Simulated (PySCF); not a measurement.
**NMR shielding calculation, with input and output: C₆H₅NS**

C₆H₅NS, computed with GIAO PBE0/pcSseg-1 NMR shielding, non-relativistic, IEF-PCM acetone (PySCF 2.14.0).

The geometry comes from this level: GFN2-xTB. Figures and captions count atoms from 1; the log counts them from 0 in places.

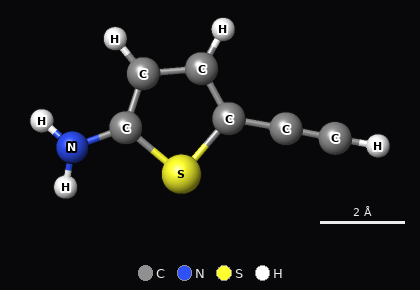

Figure 1. The structure as given in the input (ball-and-stick view, seen at a tilt).

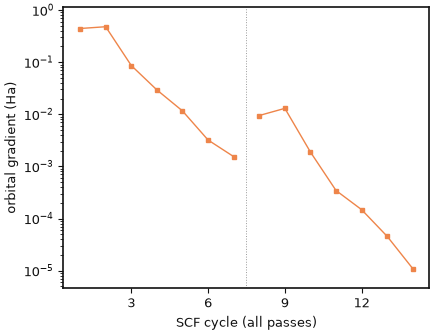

Figure 2. Convergence of the self-consistent field: orbital gradient against the SCF cycle. The dotted line marks the change from a coarse to the final integration grid. The first 7 cycles use a coarse grid, the final grid takes over at cycle 8, and the field converges after 14 cycles in all.

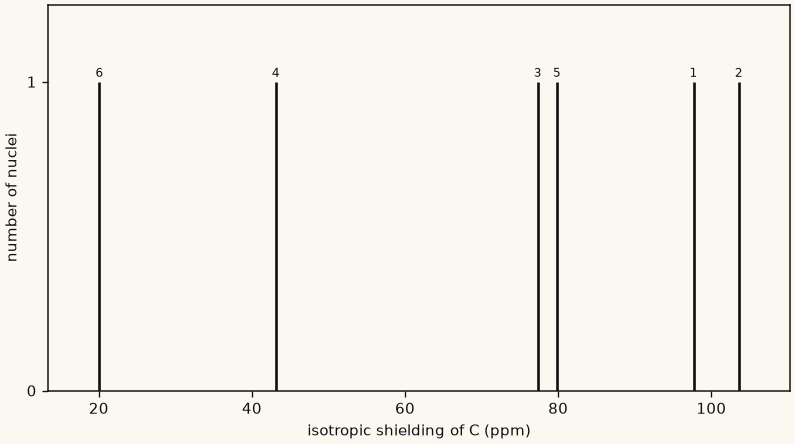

Figure 3. Isotropic shieldings of the carbon nuclei in this fixed geometry, labelled by atom number; shielding grows to the right, so chemical shift grows to the left. The least shielded is C6 (20.1 ppm), the most shielded C2 (103.6 ppm).

The input and output of the run follow.

Input:
```
{"job": {"kind": "nmr", "xc": "PBE0", "basis": "pcSseg-1", "solvent": "acetone", "pop": false}, "charge": 0, "multiplicity": 1}
C      3.437224     0.239846     1.234612
C      2.326301     0.150295     0.782283
C      1.027738     0.054790     0.279824
C      0.614197    -0.452286    -0.918756
C     -0.779705    -0.393305    -1.106135
C     -1.436245     0.164485    -0.045172
N     -2.779854     0.444140     0.066787
S     -0.338713     0.628496     1.219954
H      4.413136     0.309306     1.611111
H      1.298449    -0.857901    -1.642844
H     -1.280888    -0.745593    -1.989811
H     -3.382754    -0.117338    -0.514849
H     -3.123275     0.575550     1.005269
```

The first line tells a small driver script what to run in PySCF; the rest is the geometry in Å.

Launch command:
```bash
OMP_NUM_THREADS=1 python <driver script> task.json out
```

Log:
```
coarse grid: 12304 points
cycle   1  E = -683.8924098390  dE =  1.569e+00  |g| = 4.427e-01  |ddm| = 3.975e+00
cycle   2  E = -683.8852860858  dE =  7.124e-03  |g| = 4.789e-01  |ddm| = 9.534e-01
cycle   3  E = -683.9406480745  dE = -5.536e-02  |g| = 8.629e-02  |ddm| = 4.950e-01
cycle   4  E = -683.9423891886  dE = -1.741e-03  |g| = 2.937e-02  |ddm| = 1.036e-01
cycle   5  E = -683.9425714406  dE = -1.823e-04  |g| = 1.161e-02  |ddm| = 3.132e-02
cycle   6  E = -683.9426002109  dE = -2.877e-05  |g| = 3.210e-03  |ddm| = 1.201e-02
cycle   7  E = -683.9426022784  dE = -2.068e-06  |g| = 1.542e-03  |ddm| = 3.854e-03
final grid: 116848 points
cycle   8  E = -683.9909777522  dE = -2.280e-05  |g| = 9.474e-03  |ddm| = 6.622e-02
cycle   9  E = -683.9909586154  dE =  1.914e-05  |g| = 1.299e-02  |ddm| = 2.162e-02
cycle  10  E = -683.9909986605  dE = -4.005e-05  |g| = 1.883e-03  |ddm| = 1.314e-02
cycle  11  E = -683.9909995896  dE = -9.291e-07  |g| = 3.445e-04  |ddm| = 2.031e-03
cycle  12  E = -683.9909996140  dE = -2.438e-08  |g| = 1.477e-04  |ddm| = 4.255e-04
cycle  13  E = -683.9909996192  dE = -5.243e-09  |g| = 4.533e-05  |ddm| = 1.609e-04
cycle  14  E = -683.9909996197  dE = -4.839e-10  |g| = 1.089e-05  |ddm| = 4.638e-05
converged SCF energy = -683.9909996197

GIAO shielding tensors (ppm)
atom      isotropic    diamagn.    paramagn.     s11        s22        s33       span
  0 C       97.678     258.266    -160.588     27.419     65.769    199.846    172.427
  1 C      103.595     241.456    -137.861      3.287      9.050    298.447    295.160
  2 C       77.339     266.058    -188.719      5.186     99.214    127.618    122.432
  3 C       43.128     247.910    -204.781    -43.113     30.327    142.171    185.284
  4 C       79.846     251.812    -171.966     27.343     68.825    143.371    116.028
  5 C       20.091     257.762    -237.671    -47.605      1.006    106.873    154.478
  6 N      189.352     316.105    -126.753    131.613    193.139    243.304    111.692
  7 S      293.584    1056.140    -762.556    156.002    342.282    382.467    226.465
  8 H       28.281      33.336      -5.055     24.188     24.491     36.162     11.974
  9 H       24.368      30.647      -6.279     21.965     23.450     27.690      5.725
 10 H       25.485      30.944      -5.459     22.029     26.100     28.327      6.298
 11 H       27.153      29.191      -2.038     20.414     25.051     35.995     15.582
 12 H       27.197      29.435      -2.238     19.945     26.110     35.535     15.590
```

Summary:

| quantity | value |
| --- | --- |
| outcome | converged |
| total energy | −683.991000 hartree |
| HOMO | −5.72 eV |
| LUMO | −0.84 eV |
| dipole moment | 4.00 D |
| isotropic shielding, C | 20.1 to 103.6 ppm |
| isotropic shielding, N | 189.4 ppm |
| isotropic shielding, S | 293.6 ppm |
| isotropic shielding, H | 24.4 to 28.3 ppm |
| hardware | 1 CPU thread, shared host |
| wall time | 15 s |
| peak memory | 0.88 GiB |
